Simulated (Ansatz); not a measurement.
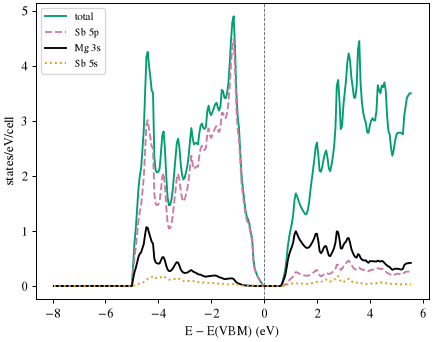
Fig. 1. Total and projected density of states of Mg$_{3}$Sb$_{2}$ (La2O3 or Ni2Al3 type, P-3m1), r²SCAN (plane waves, PAW; program Ansatz)

Which orbitals carry the states next to the gap?

Top 1 eV of the valence band: Sb 5p 94 %. Bottom 1 eV of the conduction band: Mg 3s 59 %, Sb 5p 14 %, outside the projected shells 24 %. Projections are on Löwdin-orthogonalised atomic valence shells; empty p or d shells of many metals are not among them.

Where is the tallest occupied peak in this window, and what makes it?

Near -1.1 eV, about 4.9 states/eV per cell; the largest projected share is Sb 5p.

Symmetry was held in the r²SCAN relaxation. Scalar-relativistic: spin–orbit coupling is off unless named, which matters more the heavier the elements.

Potentials: the later of the program's two PAW sets.
